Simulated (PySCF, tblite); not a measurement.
**C₃H₁₃FSSi₃: geometry, infrared bands and NMR shifts**

Wanted: the infrared bands and NMR shifts of C₃H₁₃FSSi₃ (`CC[SiH2][Si@H](F)S[SiH2]C`), by calculation.

Computed with tblite 0.8.0 and PySCF 2.14.0, with density-fitted response routines of our own, on a single molecule in the gas phase. Atoms are numbered from 0 throughout.

### Step 1. Starting geometry

21 atoms, charge 0, multiplicity 1; geometry from: force field or distance geometry start.

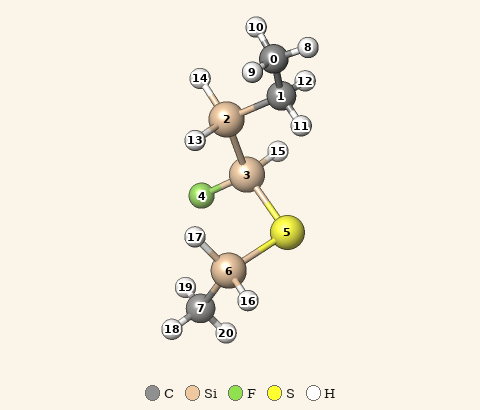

The starting geometry (carbon grey, silicon light orange, fluorine green, sulfur yellow, hydrogen white), atoms numbered.

### Step 2. Geometry optimisation with GFN2-xTB

Job settings and geometry (Å):

```
{"job": {"kind": "relax", "xc": "GFN2-xTB", "basis": "xTB"}, "charge": 0, "multiplicity": 1}
C     -3.802500     0.041600    -0.840300
C     -2.622800    -0.069900     0.091000
Si    -1.180200     1.074000    -0.267900
Si     0.485000     0.731800     1.281400
F      1.736300     1.690500     1.037300
S      1.172300    -1.302500     1.320800
Si     2.434500    -1.176100    -0.407000
C      4.093200    -0.503700     0.056800
H     -4.588500    -0.666700    -0.545500
H     -3.532200    -0.177300    -1.870100
H     -4.244800     1.049700    -0.815300
H     -2.259400    -1.111800     0.073200
H     -2.968200     0.110900     1.134800
H     -0.694900     0.814300    -1.655900
H     -1.675200     2.494900    -0.220500
H     -0.055400     1.024300     2.654100
H      2.580200    -2.551700    -0.933300
H      1.768900    -0.370700    -1.449300
H      4.754200    -0.489400    -0.808600
H      4.027200     0.517000     0.439000
H      4.563500    -1.112100     0.828600
```

Run with:

```
$ OMP_NUM_THREADS=1 python probes_run.py task.json out
```

One launch serves the whole session: the jobs run in the order shown.

The log of the run:

```text
step      E/eV     max force
  0    -715.99923    1.593
  1    -716.09518    0.666
  2    -716.11814    0.355
  3    -716.12870    0.373
  4    -716.14512    0.415
  5    -716.16048    0.335
  6    -716.17200    0.242
  7    -716.17964    0.236
  8    -716.18557    0.204
  9    -716.18976    0.147
 10    -716.19307    0.133
 11    -716.19553    0.113
 12    -716.19760    0.133
 13    -716.19943    0.129
 14    -716.20084    0.091
 15    -716.20176    0.065
 16    -716.20249    0.065
 17    -716.20328    0.078
 18    -716.20417    0.081
 19    -716.20500    0.065
 20    -716.20566    0.057
 21    -716.20623    0.064
 22    -716.20681    0.061
 23    -716.20735    0.067
 24    -716.20778    0.044
 25    -716.20810    0.041
 26    -716.20841    0.045
 27    -716.20881    0.059
 28    -716.20931    0.064
 29    -716.20986    0.044
 30    -716.21036    0.046
 31    -716.21078    0.042
 32    -716.21118    0.062
 33    -716.21160    0.058
 34    -716.21204    0.043
 35    -716.21249    0.049
 36    -716.21290    0.045
 37    -716.21327    0.044
 38    -716.21358    0.044
 39    -716.21383    0.039
 40    -716.21407    0.039
 41    -716.21431    0.050
 42    -716.21460    0.050
 43    -716.21497    0.048
 44    -716.21541    0.057
 45    -716.21583    0.046
 46    -716.21615    0.050
 47    -716.21639    0.042
 48    -716.21659    0.032
 49    -716.21681    0.032
 50    -716.21705    0.037
 51    -716.21728    0.034
 52    -716.21750    0.033
 53    -716.21771    0.039
 54    -716.21792    0.032
 55    -716.21810    0.037
 56    -716.21823    0.028
 57    -716.21835    0.024
 58    -716.21846    0.027
 59    -716.21857    0.026
 60    -716.21866    0.021
 61    -716.21872    0.014
 62    -716.21878    0.014
 63    -716.21882    0.015
 64    -716.21887    0.016
 65    -716.21891    0.015
 66    -716.21895    0.017
 67    -716.21900    0.022
 68    -716.21905    0.021
 69    -716.21908    0.013
 70    -716.21911    0.013
 71    -716.21914    0.013
 72    -716.21919    0.024
 73    -716.21925    0.028
 74    -716.21932    0.025
 75    -716.21939    0.021
 76    -716.21947    0.020
 77    -716.21958    0.036
 78    -716.21972    0.044
 79    -716.21986    0.031
 80    -716.21994    0.018
 81    -716.21999    0.018
 82    -716.22004    0.021
 83    -716.22013    0.031
 84    -716.22025    0.032
 85    -716.22037    0.023
 86    -716.22046    0.026
 87    -716.22055    0.026
 88    -716.22066    0.033
 89    -716.22083    0.040
 90    -716.22104    0.040
 91    -716.22122    0.031
 92    -716.22134    0.027
 93    -716.22144    0.024
 94    -716.22156    0.025
 95    -716.22168    0.023
 96    -716.22176    0.028
 97    -716.22180    0.018
 98    -716.22184    0.013
 99    -716.22186    0.009
```

Run time: 2.1 s. Hardware: 1 thread of Arm Neoverse N1, shared host; peak memory 0.18 GiB.

The steps of the relaxation: (not every step is listed)

```
step  energy from step 0 (eV)  largest force (eV/Å)
   0                   0.0000                1.5933
   1                  -0.0960                0.6659
   2                  -0.1189                0.3548
   3                  -0.1295                0.3726
   4                  -0.1459                0.4147
   5                  -0.1612                0.3347
   6                  -0.1728                0.2419
   7                  -0.1804                0.2359
   8                  -0.1863                0.2039
  16                  -0.2033                0.0645
  24                  -0.2085                0.0437
  32                  -0.2120                0.0623
  40                  -0.2148                0.0388
  48                  -0.2174                0.0320
  56                  -0.2190                0.0276
  64                  -0.2196                0.0156
  72                  -0.2200                0.0239
  80                  -0.2207                0.0179
  88                  -0.2214                0.0328
  94                  -0.2223                0.0247
  95                  -0.2224                0.0233
  96                  -0.2225                0.0277
  97                  -0.2226                0.0175
  98                  -0.2226                0.0127
  99                  -0.2226                0.0094
```

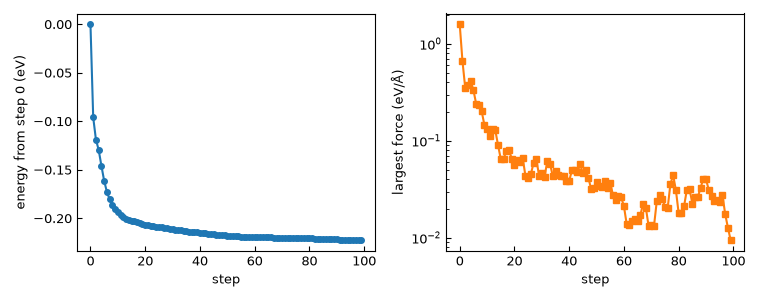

Energy and largest force along the relaxation.

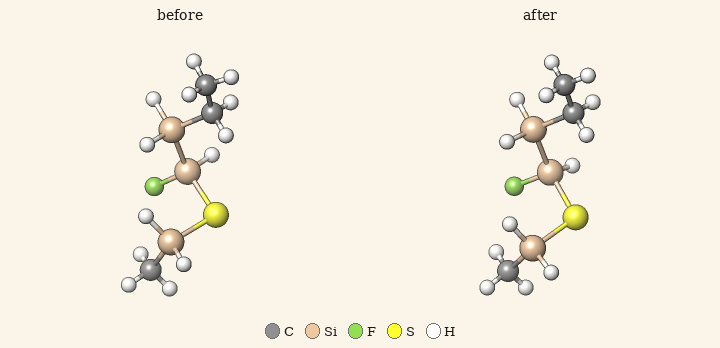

The geometry before (left) and after (right).

Distances of close pairs at the start and the end, largest changes first:

```
   bond  before (Å)  after (Å)  change (Å)
Si3–H15       1.504      1.453      -0.051
 Si6–C7       1.849      1.891      +0.042
Si2–H14       1.505      1.472      -0.034
 Si3–F4       1.595      1.624      +0.029
 C1–Si2       1.876      1.902      +0.027
Si6–H16       1.480      1.456      -0.024
 C1–H12       1.114      1.092      -0.022
Si2–H13       1.493      1.475      -0.018
```

The end geometry stands in the next job.

### Step 3. Infrared spectrum with GFN2-xTB

Job settings and geometry (Å):

```
{"job": {"kind": "ir", "xc": "GFN2-xTB", "basis": "xTB"}, "charge": 0, "multiplicity": 1}
C     -3.842923     0.114096    -0.897469
C     -2.705589    -0.088663     0.095616
Si    -1.250573     1.102352    -0.194008
Si     0.420861     0.675550     1.337338
F      1.644382     1.674173     0.958476
S      1.191207    -1.338278     1.268749
Si     2.537887    -1.343799    -0.417683
C      4.127121    -0.411665     0.008287
H     -4.668649    -0.564594    -0.689856
H     -3.502368    -0.067140    -1.914236
H     -4.218972     1.133208    -0.844834
H     -2.357522    -1.121973     0.033983
H     -3.092047     0.041846     1.108953
H     -0.801360     0.962485    -1.591706
H     -1.723668     2.488582    -0.053080
H      0.285247     0.913858     2.764120
H      2.749448    -2.769479    -0.625229
H      1.832419    -0.724782    -1.539246
H      4.832746    -0.446629    -0.816421
H      3.922713     0.632358     0.230784
H      4.610720    -0.844562     0.880638
```

The log of the run:

```text
mode    cm-1     km/mol
  1      -2.7      1.03
  2      19.6      1.24
  3      47.2      0.22
  4      59.2      1.33
  5      69.6      0.76
  6      95.0      2.57
  7     126.3      2.24
  8     136.4      4.40
  9     149.6      6.33
 10     171.0     12.58
 11     216.4      8.28
 12     222.2      3.37
 13     262.9      4.78
 14     392.5     49.83
 15     420.7      1.98
 16     445.9     72.98
 17     468.7     78.10
 18     526.7     88.85
 19     554.6      5.52
 20     593.6      7.78
 21     623.4    536.21
 22     658.5    161.93
 23     682.7    121.54
 24     692.9     32.65
 25     714.4     90.09
 26     732.3     36.90
 27     755.1    117.24
 28     760.1     14.01
 29     776.9    258.64
 30     799.9    213.46
 31     830.1    117.63
 32     838.9    308.03
 33     977.3      8.79
 34    1019.8     13.93
 35    1077.4     18.92
 36    1239.9      1.24
 37    1289.2      3.64
 38    1369.1     18.80
 39    1420.6      0.70
 40    1472.0      0.21
 41    1474.0      1.04
 42    1478.9      0.84
 43    1510.5      0.99
 44    1512.2      4.92
 45    2161.5    249.54
 46    2192.5    297.59
 47    2258.7    249.73
 48    2323.6    327.23
 49    2325.8    140.26
 50    2957.9     31.57
 51    2974.5     31.30
 52    3015.2     46.74
 53    3028.8     13.75
 54    3030.8     44.29
 55    3037.8     23.71
 56    3038.4     15.14
 57    3040.7     24.25
```

Run time: 2.4 s. Hardware: 1 thread of Arm Neoverse N1, shared host; peak memory 0.18 GiB.

The strongest bands and the atoms that carry them (share of the mass-weighted mode):

```
cm⁻¹  km/mol                                 atoms
 623   536.2                    H15 64 %, H14 14 %
 777   258.6  Si6 22 %, C7 20 %, F4 19 %, Si3 15 %
 800   213.5                    H13 40 %, H14 37 %
 839   308.0           H18 39 %, C7 15 %, H19 13 %
2162   249.5                              H13 93 %
2192   297.6                              H14 94 %
2259   249.7                              H17 95 %
2324   327.2                    H16 49 %, H15 47 %
```

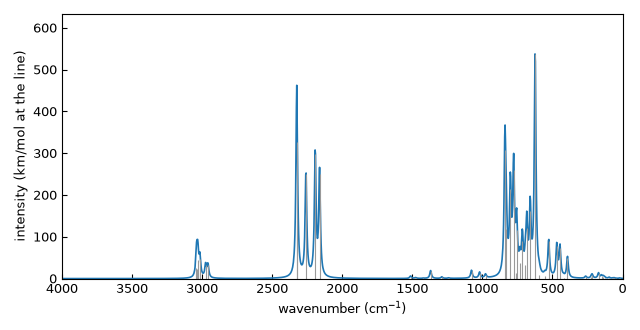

The infrared spectrum from these modes, unscaled. Lines are broadened to a width of 14 cm⁻¹ (Lorentzian).

### Step 4. Shielding tensors: PBE0/pcSseg-1

Settings changed since step 3:

```diff
@@ -1,2 +1,2 @@
-{"job": {"kind": "ir", "xc": "GFN2-xTB", "basis": "xTB"}, "charge": 0, "multiplicity": 1}
+{"job": {"kind": "nmr", "xc": "PBE0", "basis": "pcSseg-1"}, "charge": 0, "multiplicity": 1}
 C     -3.842923     0.114096    -0.897469
```

Method: GIAO PBE0/pcSseg-1 NMR shielding, non-relativistic, gas phase.

The log of the run:

```text
coarse grid: 18904 points
cycle   1  E = -1487.8013601001  dE =  3.391e-01  |g| = 7.013e-01  |ddm| = 4.014e+00
cycle   2  E = -1487.7181817287  dE =  8.318e-02  |g| = 9.994e-01  |ddm| = 1.451e+00
cycle   3  E = -1487.9038968459  dE = -1.857e-01  |g| = 9.128e-02  |ddm| = 8.717e-01
cycle   4  E = -1487.9052744398  dE = -1.378e-03  |g| = 3.619e-02  |ddm| = 1.094e-01
cycle   5  E = -1487.9055489041  dE = -2.745e-04  |g| = 5.507e-03  |ddm| = 3.874e-02
cycle   6  E = -1487.9055558879  dE = -6.984e-06  |g| = 2.432e-03  |ddm| = 8.673e-03
final grid: 162592 points
cycle   7  E = -1487.9571823061  dE = -3.176e-05  |g| = 9.709e-03  |ddm| = 2.594e-02
cycle   8  E = -1487.9571682714  dE =  1.403e-05  |g| = 1.205e-02  |ddm| = 1.993e-02
cycle   9  E = -1487.9572064585  dE = -3.819e-05  |g| = 4.224e-04  |ddm| = 1.129e-02
cycle  10  E = -1487.9572064899  dE = -3.136e-08  |g| = 1.465e-04  |ddm| = 4.969e-04
cycle  11  E = -1487.9572064948  dE = -4.915e-09  |g| = 4.418e-05  |ddm| = 1.844e-04
cycle  12  E = -1487.9572064953  dE = -5.366e-10  |g| = 1.198e-05  |ddm| = 6.821e-05
converged SCF energy = -1487.9572064953

GIAO shielding tensors (ppm)
atom      isotropic    diamagn.    paramagn.     s11        s22        s33       span
  0 C      173.089     243.148     -70.059    164.553    165.900    188.814     24.261
  1 C      183.803     255.473     -71.671    174.931    183.966    192.511     17.581
  2 Si     423.372     883.908    -460.535    384.291    398.472    487.354    103.062
  3 Si     311.187     879.805    -568.618    255.767    306.506    371.287    115.521
  4 F      368.154     471.252    -103.098    306.941    360.926    436.594    129.653
  5 S      722.067    1063.428    -341.361    583.549    756.450    826.201    242.652
  6 Si     379.141     882.035    -502.894    313.204    400.253    423.968    110.764
  7 C      185.178     253.334     -68.156    175.518    182.168    197.846     22.328
  8 H       30.149      26.095       4.054     24.751     27.442     38.255     13.504
  9 H       30.682      28.797       1.885     25.982     29.330     36.735     10.753
 10 H       30.704      27.131       3.573     25.915     29.008     37.189     11.273
 11 H       30.897      35.081      -4.184     24.834     30.835     37.021     12.187
 12 H       31.120      32.511      -1.391     25.532     30.579     37.249     11.716
 13 H       27.685      32.690      -5.005     24.293     27.084     31.679      7.386
 14 H       27.907      31.611      -3.704     24.119     26.481     33.119      9.000
 15 H       25.455      30.103      -4.648     22.574     22.941     30.850      8.276
 16 H       26.851      30.553      -3.701     22.326     25.313     32.915     10.589
 17 H       26.622      32.655      -6.033     22.081     26.588     31.197      9.115
 18 H       31.577      27.310       4.267     26.840     27.686     40.204     13.364
 19 H       30.805      32.418      -1.613     25.104     30.870     36.442     11.338
 20 H       31.157      28.167       2.990     26.854     28.871     37.746     10.891
```

Wall time 88 s (1 thread of Arm Neoverse N1, shared host); peak memory 1.1 GiB.

The references, computed at this level on geometries of the same kind, shield at (ppm): ¹H TMS 31.72, ¹³C TMS 186.9, ²⁹Si TMS 349.2, ¹⁹F CFCl3 170.9, ³³S CS2 504. Their shielding less the atom's gives the shift. The references are single molecules in the gas phase, so shifts against H2O, NH3, PH3, H3PO4 or CFCl3 are not on the usual liquid scales and can be off by tens of ppm. Atoms listed in one row are averaged.

```
        atoms                               environment  σ (ppm)  δ (ppm)  δ scaled to CDCl3
           C0                             methyl carbon    173.1     13.8               11.6
           C1                      sp3 CH2 bonded to Si    183.8      3.1                1.1
           C7                methyl carbon bonded to Si    185.2      1.7               -0.2
          H15  hydrogen on a silicon bonded to F, S, Si    25.46     6.26                  –
          H17      hydrogen on a silicon bonded to C, S    26.62     5.09                  –
          H16      hydrogen on a silicon bonded to C, S    26.85     4.87                  –
          H13     hydrogen on a silicon bonded to C, Si    27.69     4.03                  –
          H14     hydrogen on a silicon bonded to C, Si    27.91     3.81                  –
  H8, H9, H10               hydrogen on a methyl carbon    30.51     1.21               1.24
          H11       hydrogen on an sp3 CH2 bonded to Si    30.90     0.82               0.88
          H12       hydrogen on an sp3 CH2 bonded to Si    31.12     0.60               0.67
H18, H19, H20  hydrogen on a methyl carbon bonded to Si    31.18     0.54               0.61
          Si3             silicon bonded to F, S, Si, H    311.2     38.0                  –
          Si6               silicon bonded to C, S, 2 H    379.1    -30.0                  –
          Si2              silicon bonded to C, Si, 2 H    423.4    -74.2                  –
           F4                     fluorine bonded to Si    368.2   -197.2                  –
           S5                     sulfur bonded to 2 Si      722     -218                  –
```

The scaled column applies a straight-line fit of computed shieldings to shifts measured in CDCl3, with any fitted terms for Cl, Br or S neighbours, and one for carbons that bear F (root-mean-square error 0.16 ppm for H, 1.9 ppm for C).

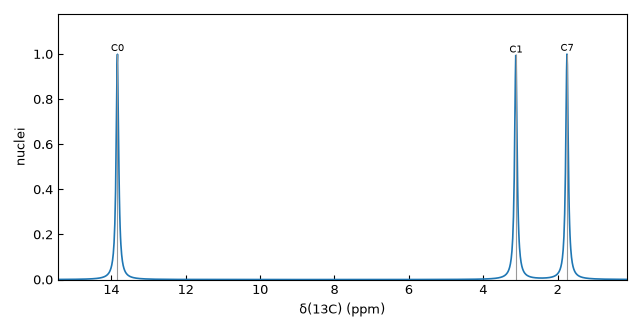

¹³C lines at the computed shifts, without couplings. Lines are broadened to a width of 0.08 ppm (Lorentzian).

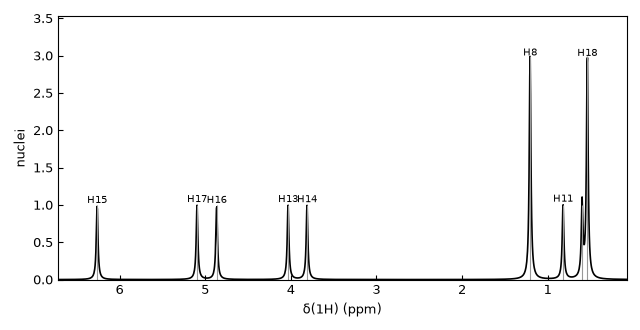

¹H lines at the computed shifts, without couplings. Lines are broadened to a width of 0.02 ppm (Lorentzian).

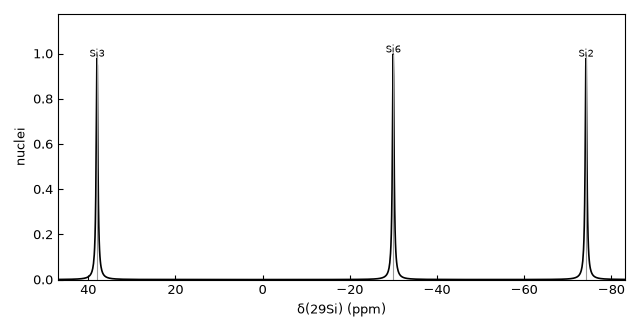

²⁹Si lines at the computed shifts, without couplings. Lines are broadened to a width of 0.45 ppm (Lorentzian).

Charges from the same density, by scheme (e):

```
atoms  Mulliken    IAO  Hirshfeld  ESP fit
   C0     -0.28  -0.41      -0.11    -0.29
   C1     -0.58  -0.52      -0.15     0.12
  Si2      0.30   0.43       0.25     0.06
  Si3      0.74   0.85       0.32     0.46
   F4     -0.43  -0.55      -0.20    -0.27
   S5     -0.56  -0.46      -0.19    -0.43
  Si6      0.59   0.71       0.33     0.61
   C7     -0.62  -0.72      -0.21    -0.49
```

ESP fit charges:

C0 -0.29; C1 0.12; Si2 0.06; Si3 0.46; F4 -0.27; S5 -0.43; Si6 0.61; C7 -0.49; H8 0.08; H9 0.08; H10 0.07; H11 -0.02; H12 0.01; H13 -0.03; H14 -0.05; H15 -0.05; H16 -0.11; H17 -0.14; H18 0.12; H19 0.13; H20 0.13

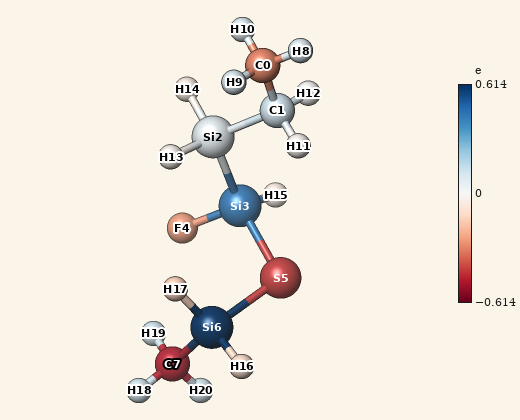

ESP fit charges, as colours on the atoms.

Mayer bond orders: C0–C1 1.05, C1–Si2 0.91, Si2–Si3 0.89, Si3–F4 0.86, Si3–S5 0.97, S5–Si6 0.91, Si6–C7 0.97.

### Step 5. Summary of results

| quantity | value |
| --- | --- |
| strongest single infrared mode (GFN2-xTB) | 623 cm⁻¹, 536 km/mol |
| zero-point energy (GFN2-xTB) | 93.0 kcal/mol |
| ¹³C shifts against TMS (PBE0/pcSseg-1) | 13.8, 3.1, 1.7 ppm |
| ¹H shifts against TMS (PBE0/pcSseg-1, means over atoms taken as alike) | 6.26, 5.09, 4.87, 4.03, 3.81, 1.21, 0.82, 0.60, 0.54 ppm |
| ²⁹Si shifts against TMS (PBE0/pcSseg-1) | 38.0, -30.0, -74.2 ppm |
| ¹⁹F shifts against CFCl3 (PBE0/pcSseg-1) | -197.2 ppm |
| ³³S shifts against CS2 (PBE0/pcSseg-1) | -218 ppm |

In words: Relaxing lowered the energy by 0.223 eV in 99 steps; the close pair that moved most is Si3–H15, from 1.504 to 1.453 Å. The lowest mode is slightly imaginary (3i cm⁻¹), a soft motion within the noise of the Hessian, so the minimum is not strictly shown. The strongest single mode, at 623 cm⁻¹, moves mainly H15. GFN2-xTB is a fitted tight-binding method: band positions and strengths are rough. Its intensities can rank the bands wrongly. At PBE0/pcSseg-1: The largest span, 243 ppm, is at S5, where the paramagnetic term is -341 ppm.
